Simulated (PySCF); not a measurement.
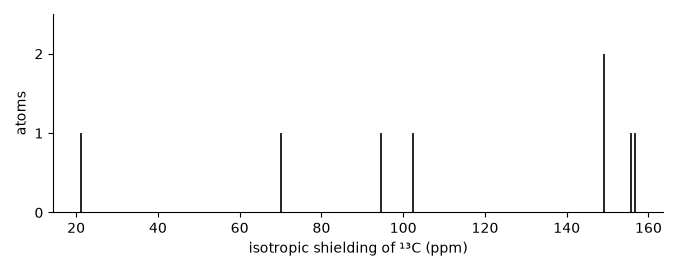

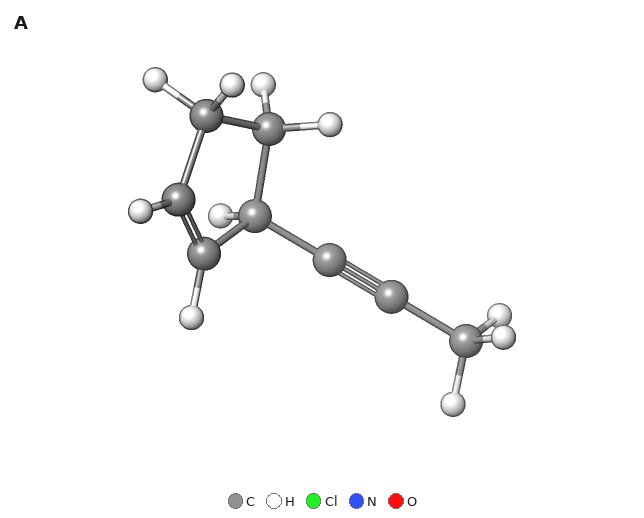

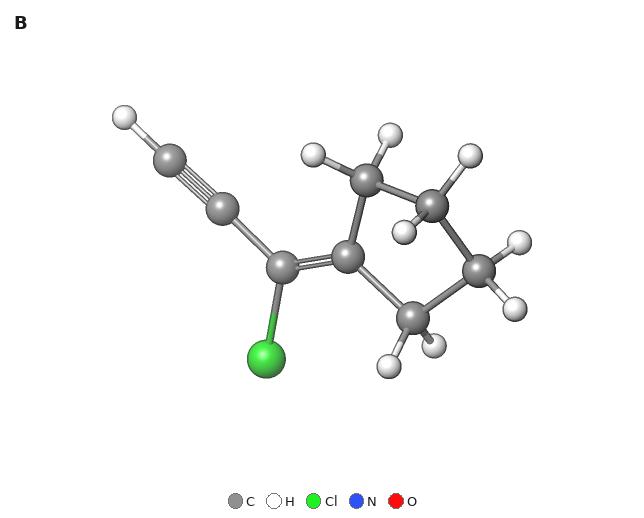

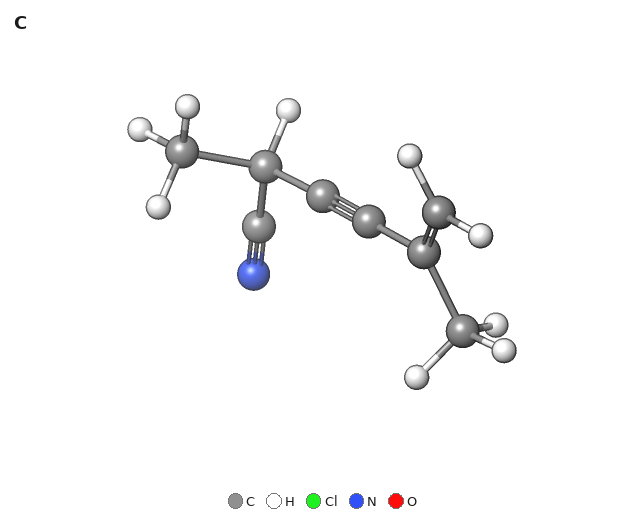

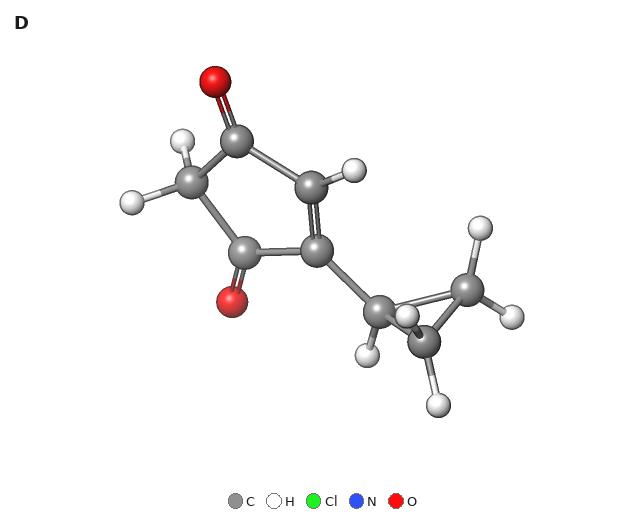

The sticks are computed shieldings of one of the molecules, for one fixed geometry (GFN2-xTB) without averaging over rotations. Low shielding means a high chemical shift. Method: GIAO PBE0/pcSseg-1 NMR shielding, non-relativistic, gas phase (PySCF 2.14.0).

Which molecule gives this pattern?

Answer. B, `C#CC(Cl)=C1CCCC1`. Its 8 C atoms give lines at 21.2, 70.0, 94.6, 102.5, 149.1 (2 atoms), 155.7, 156.8 ppm.
